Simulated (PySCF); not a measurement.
System: C5H9NOSi (SMILES CC[C@]([SiH3])(C#N)C=O).

```yaml
atoms:
  - { symbol: C, position_ang: [2.1382, 0.1192, 0.2987] }
  - { symbol: C, position_ang: [0.8493, 0.5097, -0.4180] }
  - { symbol: C, position_ang: [-0.3866, -0.0894, 0.2682] }
  - { symbol: Si, position_ang: [-2.0107, 0.5213, -0.6298] }
  - { symbol: C, position_ang: [-0.4896, 0.3289, 1.6315] }
  - { symbol: N, position_ang: [-0.5787, 0.6765, 2.7187] }
  - { symbol: C, position_ang: [-0.4600, -1.5724, 0.1481] }
  - { symbol: O, position_ang: [0.0171, -2.2136, -0.7490] }
  - { symbol: H, position_ang: [2.9938, 0.5718, -0.1970] }
  - { symbol: H, position_ang: [2.2670, -0.9609, 0.2850] }
  - { symbol: H, position_ang: [2.1210, 0.4541, 1.3345] }
  - { symbol: H, position_ang: [0.8792, 0.1391, -1.4444] }
  - { symbol: H, position_ang: [0.7594, 1.5985, -0.4456] }
  - { symbol: H, position_ang: [-2.0216, 1.9721, -0.4642] }
  - { symbol: H, position_ang: [-3.1544, -0.1059, 0.0259] }
  - { symbol: H, position_ang: [-1.8769, 0.1183, -2.0251] }
  - { symbol: H, position_ang: [-1.0535, -2.0552, 0.9497] }
```

Geometry: GFN2-xTB.

Theory: PBE0/pcSseg-1, SCF density, gas phase, non-relativistic (PySCF 2.14.0).

Predict the electron density and electron localisation function between the atoms.

Answer. C–N (1.14 Å): the density is about 3.6 e/Å³ at the midpoint; the ELF peaks at about 0.85 between the atoms; a multiple bond.
C–C (1.43 Å): the density is about 1.9 e/Å³ at the midpoint; the ELF peaks at about 0.95 between the atoms, as expected for localised, covalent bonding.
C–Si (1.95 Å): ρ is about 0.82 e/Å³ halfway; the ELF peaks at about 0.95 between the atoms, as expected for localised, covalent bonding.

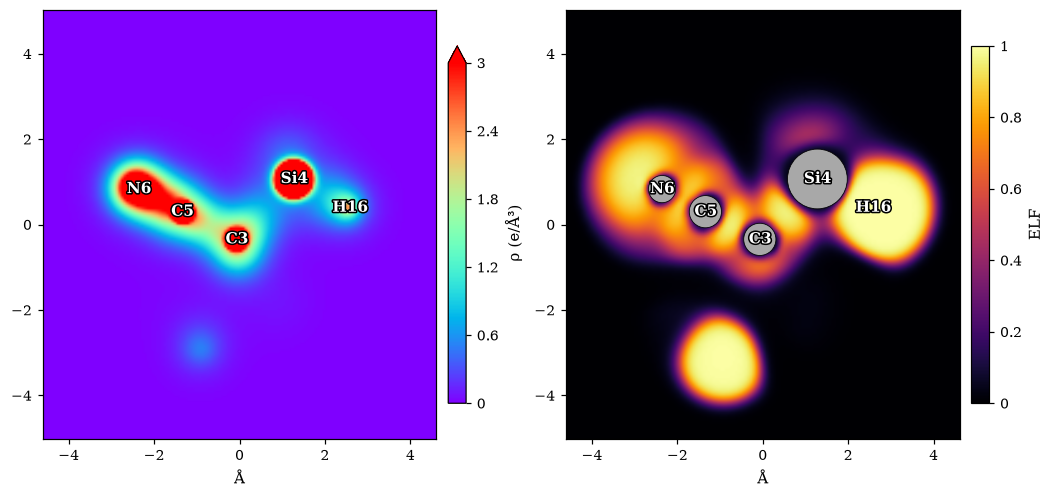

Computed electron density and electron localisation function on the plane of atoms C3, Si4 and H16, in this order. Grey discs cover the atomic cores in the ELF map. 
